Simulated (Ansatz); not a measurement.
The starting structures come from a database of crystals and need not be the phases stable at ambient conditions.

 Where the default PAW files enter, the runs use the earlier of Ansatz's two default sets.

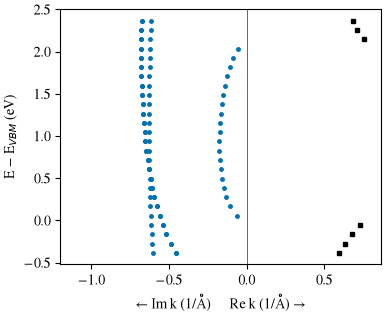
Complex bands at the centre of the two-dimensional zone; PBEsol in Ansatz (a first-principles code)

No gap correction and no spin-orbit coupling; mid-gap values are interpolated between computed energies.

### Question
This is TlCl (Pm-3m, CsCl type, not sure to be the ambient phase, 2 atoms a cell, 30.1 Å³ an atom, -3 GPa at this level) along the normal of (001). Read off the slowest decay at the centre of the two-dimensional zone at 1.04 eV, the computed energy nearest the middle of the gap.

### Answer
κ ≈ 0.17 1/Å, a decay length 1/(2κ) of the density of 2.9 Å.
